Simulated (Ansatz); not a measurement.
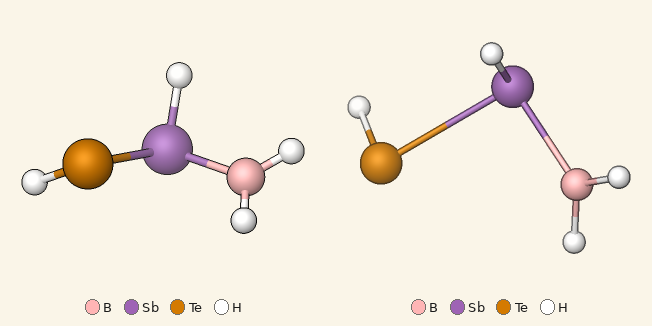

Both panels show the same species.

What does the picture show?

It has 7 atoms: 1 boron, 4 hydrogen, 1 antimony and 1 tellurium (BH₄SbTe). Its SMILES string is `[BH2][SbH][TeH]`. Among its groups: B–H bond. This geometry has C1 symmetry. Coordination: 1 B trigonal planar; 1 Sb trigonal pyramidal; 1 Te bent.

The parts below concern this one geometry. Atoms keep their numbers from picture to picture. Computed geometry: PBE0-D4/def2-TZVP optimisation.

Shape

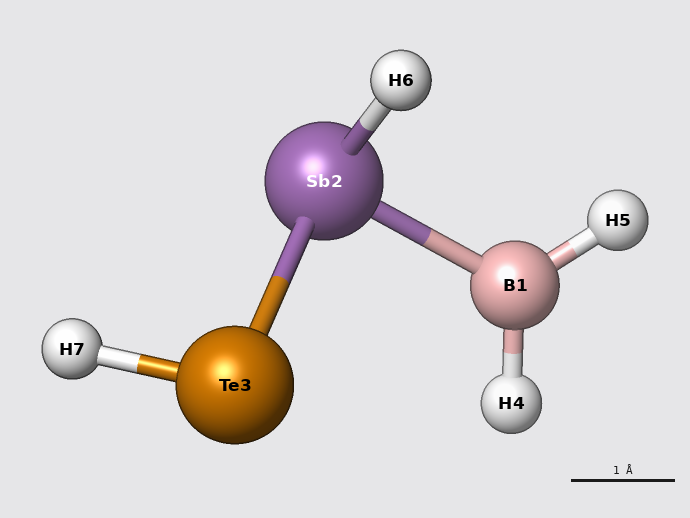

Numbered structure.

Estimate the angles Sb2–B1–H4, Sb2–B1–H5, H4–B1–H5, B1–Sb2–Te3, B1–Sb2–H6, Te3–Sb2–H6, Sb2–Te3–H7.

```tsv
angle	degrees
Sb2–B1–H4	119.6
Sb2–B1–H5	119.5
H4–B1–H5	120.6
B1–Sb2–Te3	95.9
B1–Sb2–H6	95.0
Te3–Sb2–H6	97.5
Sb2–Te3–H7	91.5
```

Vibrations

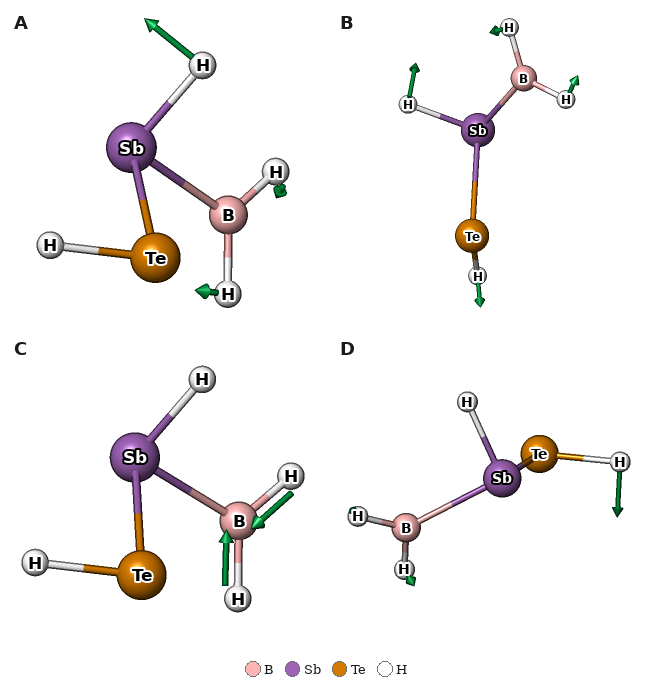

4 normal modes of one molecule or complex, as arrows. Harmonic vibrations computed with RKS PBE0-D4/def2-TZVP, core potentials on Sb, Te (Ansatz 0.2.0) at a stationary point of the same level.

Match the panels to the wavenumbers 124 cm⁻¹, 407 cm⁻¹, 600 cm⁻¹, 2596 cm⁻¹.

Answer. A: 407 cm⁻¹, B–Sb–H bending
B: 600 cm⁻¹, angle bending
C: 2596 cm⁻¹, in-phase stretching of 2 B–H bonds
D: 124 cm⁻¹, a torsion or out-of-plane motion in which bond lengths and bond angles hardly change

Electronic properties

Level of theory: RKS r2SCAN0-D4/def2-TZVPP, core potentials on Sb, Te (Ansatz 0.2.0).

Give the LUMO energy (Kohn–Sham orbital) at this level.

Answer. −2.44 eV.

Give the HOMO energy (Kohn–Sham orbital) at this level.

Answer. −6.61 eV.

What is the dispersion correction?

Answer. −4.9 kJ/mol.

Thermal motion

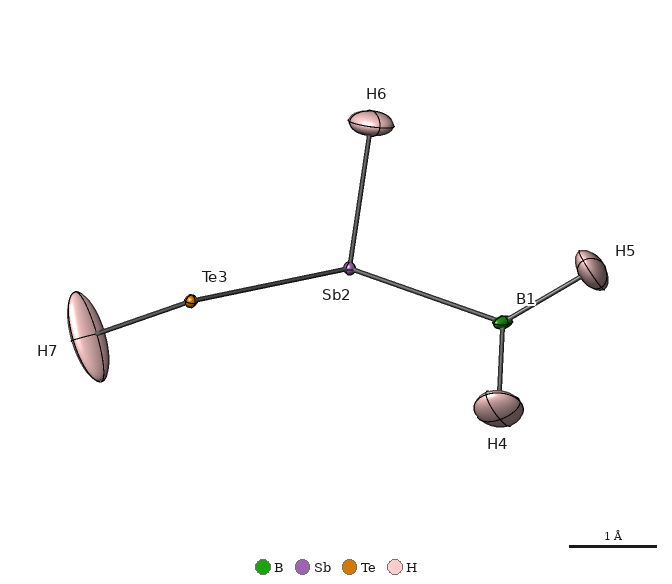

Displacement ellipsoids at the 50 % level, from the internal vibrations of the free molecule (harmonic, no overall translation or rotation; no half-axis is drawn under 0.075 Å). Vibrations computed with RKS PBE0-D4/def2-TZVP, core potentials on Sb, Te (Ansatz 0.2.0). Temperature: 0 K (zero-point motion alone).

Which atom has the largest mean-square displacement?

Answer. H7, with U_eq = 0.0524 Å².

Does H7 move more along its bond or across it?

Answer. Across it: the root-mean-square amplitude is 0.088 Å along the bond and up to 0.347 Å across, since bending and torsion are softer than stretching.

Give the displacement parameters, one line for each set of equivalent atoms.

| atom | U_eq (Å²) | rms amplitudes (Å) |
| --- | --- | --- |
| B1 | 0.0044 | 0.027, 0.050, 0.100 |
| Sb2 | 0.00018 | 0.003, 0.011, 0.020 |
| Te3 | 0.00015 | 0.003, 0.009, 0.019 |
| H4 | 0.0304 | 0.095, 0.174, 0.227 |
| H5 | 0.0342 | 0.098, 0.156, 0.262 |
| H6 | 0.0243 | 0.092, 0.170, 0.189 |
| H7 | 0.0524 | 0.088, 0.171, 0.347 |
